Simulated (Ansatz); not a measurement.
# MgF2 (SMILES [F][Mg][F]): HSE06/cc-pVTZ

What is the electronic atomisation energy of MgF2 at HSE06/cc-pVTZ? 

The calculation is run with Ansatz 0.2.0.

39 further runs of the same task are left out: 5 that didn't finish, 34 set aside as unsound or not needed.

## (1) The molecule

MgF2: 3 atoms, total charge 0, spin state singlet. As SMILES, `[F][Mg][F]`. Geometry: relaxed at PBE0-D4/def2-TZVP.

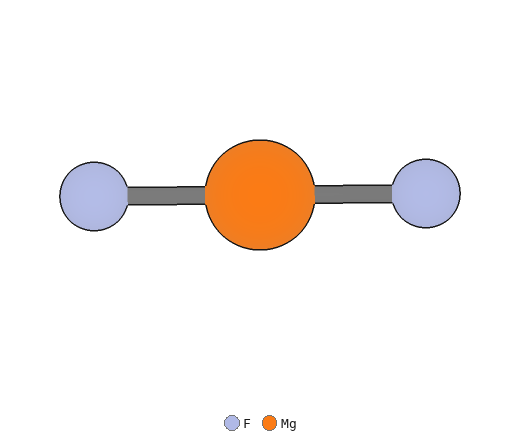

The structure, seen from a chosen angle (fluorine light blue, magnesium orange).

## (2) The energy at HSE06/cc-pVTZ

in.yaml

```yaml
crystal:
  periodic: [false, false, false]
  atoms:
    - {symbol: F, position_ang: [-1.414800, 0.734800, -0.700800]}
    - {symbol: Mg, position_ang: [-0.003600, -0.021600, -0.004400]}
    - {symbol: F, position_ang: [1.407500, -0.778000, 0.691900]}
basis:
  gaussian:
    orbitals: cc-pVTZ
hamiltonian:
  xc: hse06
accuracy: high
output: {orbitals: {seedname: orbitals}}
```

Command:

```bash
$ ansatz run in.yaml --threads 1 --pin off --max-ram 3480MiB --events-out events.jsonl --progress --plain --runs-dir runs
```

The program printed:

```text
Warning: RAYON_NUM_THREADS=1 ignored (pool sized by the plan → 1); use --threads N
Functional definition: HSE06
  name "HSE06"
  parameter a = 0.25
  parameter omega = 0.11/bohr
  exchange = pbe_x - a*pbe_x_sr(omega) + a*exact_x_sr(omega)
  correlation = pbe_c
1339 factors; integrals over basis functions are off by at most 3.0e-9 eV
81 factors; integrals over basis functions are off by at most 8.8e-10 eV
mean field evaluation 1: about -10869.9289 eV, gradient 6.1e1 eV
mean field evaluation 2: about -10847.9636 eV, gradient 1.3e2 eV
mean field evaluation 4: about -10875.4831 eV, gradient 1.0e0 eV
mean field evaluation 8: about -10875.4905 eV, gradient 2.3e-2 eV
mean field evaluation 16: about -10875.4905 eV, gradient 9.7e-8 eV
mean field -10875.49048152 eV, -399.6669035235 hartree, gradient 9.7e-8 eV, S^2 0.000000; 0 other end points of the search recorded, 0 dependent functions left out
reference -10875.49048614 eV, -399.6669036935 hartree; 15, 15 occupied and 79, 79 virtual orbitals, 1339 factors
Total energy: -10875.49048614 eV, -399.6669036935 hartree
```

Run time: 4.2 s. Hardware: 1 thread of Arm Neoverse V1, shared host; peak memory 0.2 GiB.

## (3) The F atom at the same level

job.yaml

```yaml
crystal:
  periodic: [false, false, false]
  atoms:
    - {symbol: F, position_ang: [0.000000, 0.000000, 0.000000]}
basis:
  gaussian: {orbitals: cc-pVTZ}
magnetization: {spin_polarized: true, initial_magnetization: 1}
hamiltonian: {xc: hse06}
accuracy: high
```

Run the same way, it converges to -99.66496 Eh (log not shown).

## (4) The Mg atom at the same level

in.yaml

```yaml
crystal:
  periodic: [false, false, false]
  atoms:
    - {symbol: Mg, position_ang: [0.000000, 0.000000, 0.000000]}
basis:
  gaussian:
    orbitals: cc-pVTZ
hamiltonian:
  xc: {name: HSE06}
accuracy: high
```

Run the same way, it converges to -199.96132 Eh (log not shown).

## (5) Outcome

At HSE06/cc-pVTZ:

| quantity | value |
| --- | --- |
| molecule: total energy | -399.66690 Eh |
| molecule: HOMO energy | -9.66 eV |
| molecule: LUMO energy | -1.99 eV |
| molecule: HOMO–LUMO gap | 7.67 eV |
| F atom: total energy | -99.66496 Eh |
| F atom: ⟨S²⟩ | 0.752 |
| Mg atom: total energy | -199.96132 Eh |
| electronic atomisation energy | 10.223 eV |

In words: Taking the molecule apart into free atoms costs 10.22 eV (236 kcal/mol), before zero-point energy and without spin-orbit coupling.
